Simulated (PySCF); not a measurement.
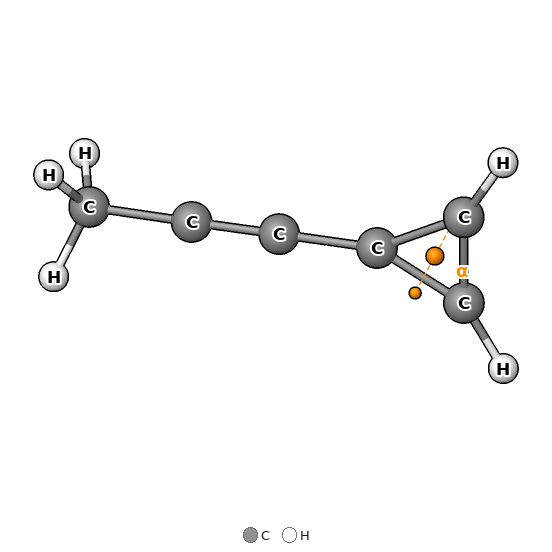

The small points mark where nucleus-independent chemical shifts (NICS) were computed: at the centre of each lettered ring and 1 Å above and below it. The species has charge +1 and is a spin singlet. Computed geometry: PBE0-D3(BJ)/def2-SVP optimisation. No frequency run is at hand to confirm it as a minimum. Level of theory: GIAO PBE0/pcSseg-1 NMR shielding, non-relativistic, IEF-PCM benzene (PySCF 2.14.0).

Give NICS(0), NICS(1) and the out-of-plane component NICS(1)zz for each ring (means of the two sides).

| ring | members | NICS(0) | NICS(1) | NICS(1)zz |
| --- | --- | --- | --- | --- |
| α | C3 | −24.4 | −13.0 | −23.5 |

Values in ppm.
